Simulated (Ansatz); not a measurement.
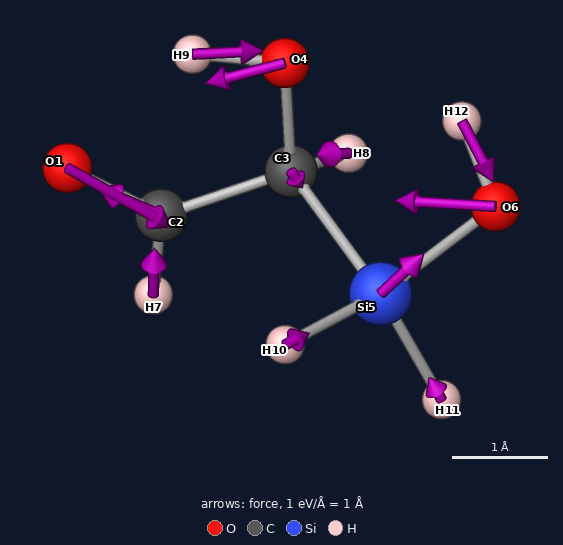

Starting geometry of C₂H₆O₃Si with the computed forces as purple arrows. Style: ball-and-stick. Shown at a tilt.

The start comes from PBE-D4/def2-SVP.

Level of theory: RKS PBE0-D4/def2-TZVP in Ansatz.

Input file:
```yaml
crystal:
  periodic: [false, false, false]
  atoms:
    - {symbol: O, position_ang: [1.180042, -1.392836, 1.699536]}
    - {symbol: C, position_ang: [0.732239, -1.457802, 0.560237]}
    - {symbol: C, position_ang: [-0.381938, -0.565122, 0.136398]}
    - {symbol: O, position_ang: [-0.899695, 0.153442, 1.244395]}
    - {symbol: Si, position_ang: [0.219465, 0.859267, -1.044253]}
    - {symbol: O, position_ang: [-1.013405, 1.987934, -0.941409]}
    - {symbol: H, position_ang: [1.158843, -2.159584, -0.210854]}
    - {symbol: H, position_ang: [-1.172064, -1.152292, -0.389727]}
    - {symbol: H, position_ang: [-0.278987, -0.095428, 1.977429]}
    - {symbol: H, position_ang: [1.533371, 1.345500, -0.493633]}
    - {symbol: H, position_ang: [0.363621, 0.444730, -2.478048]}
    - {symbol: H, position_ang: [-1.364592, 1.977192, -0.025873]}
basis:
  gaussian: {orbitals: def2-TZVP}
hamiltonian: {xc: pbe0, dispersion: d4}
relax: {f_tol: 0.005, max_steps: 150}
```

Command:
```bash
ansatz run in.yaml --threads 4 --pin off --events-out ev --progress --plain --max-ram 10444MiB
```

> What follows when this structure is relaxed?

It isn't relaxed: the largest force vector, on O1, is 1.43 eV/Å. The final displacements have little in common with the starting forces (cosine between the two patterns 0.19). After 13 accepted moves (15 points after the start) the energy has fallen by 0.093 eV. The largest force component goes from 1.3 to 0.0017 eV/Å. The line search rejected the trial steps at points 11, 14 of the run. The largest move after the best rigid fit is that of H12, 0.26 Å. By element the largest moves are H 0.26 Å, O 0.14 Å, C 0.06 Å, Si 0.05 Å. Some distances before and after: Si5–O6 1.675 → 1.638 Å, C3–Si5 1.945 → 1.915 Å, O4–H9 0.992 → 0.972 Å, C2–H7 1.127 → 1.107 Å. Bond angles that change, for instance: Si5–O6–H12 108.3° → 114.6°, C3–Si5–O6 103.2° → 106.6°, C3–O4–H9 102.8° → 105.0°. Cost: 24 s on 4 threads of AMD EPYC 9R45 96-Core (shared host).
